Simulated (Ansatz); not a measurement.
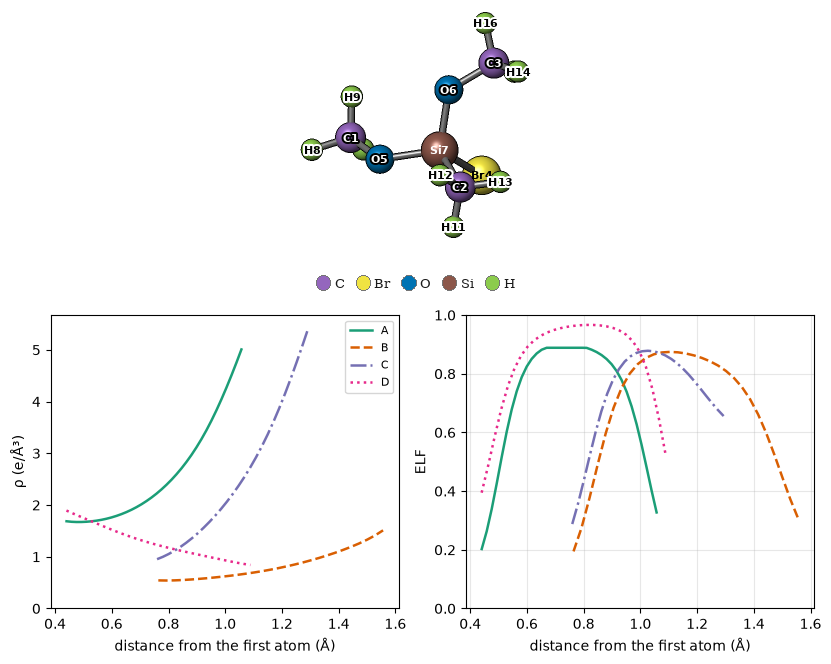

C3H9BrO2Si. Electron density and ELF along straight lines between neighbouring atoms. The curves leave out the atomic cores. The structure is drawn too.

Geometry: B3LYP-D3(BJ)/def2-SVP.

These are results of isolated molecule in a Gaussian basis; Kohn-Sham density functional theory, functional PBE0 in Ansatz, not measurements.

```xyz
16

C     1.0072    0.7569   -2.4671
C    -1.2054   -1.2389    0.5268
C     1.4171    0.9081    2.0576
Br    2.0348   -1.9150   -0.0859
O     0.0704    0.0877   -1.6454
O     0.8205    0.8838    0.7808
Si    0.3328   -0.4219   -0.1062
H     0.5191    0.9980   -3.4233
H     1.3542    1.6935   -1.9982
H     1.8858    0.1197   -2.6702
H    -1.4708   -2.1008   -0.1036
H    -2.0413   -0.5217    0.5155
H    -1.0593   -1.5960    1.5577
H     0.7120    0.5801    2.8432
H     2.3092    0.2590    2.0998
H     1.7235    1.9414    2.2812
```

Which curve belongs to which contact (C–O, C–Si, Si–Br and Si–O)? The first atom named is at distance zero.

Answer. Curve A: C–O (1.41 Å): ρ is about 2 e/Å³ halfway, with its minimum of 1.7 e/Å³ about 0.5 Å from C; the ELF peaks at about 0.90 between the atoms (a shared but strongly polarised pair). Curve B: Si–Br (2.26 Å): ρ is about 0.72 e/Å³ halfway, with its minimum of 0.54 e/Å³ about 0.8 Å from Si; the ELF peaks at about 0.85 between the atoms: a polar covalent bond. Curve C: Si–O (1.64 Å): the density is about 1.1 e/Å³ at the midpoint; the ELF peaks at about 0.90 between the atoms; a polar covalent bond. Curve D: C–Si (1.85 Å): ρ is about 1 e/Å³ halfway; the ELF peaks at about 0.95 between the atoms: a covalent bond.
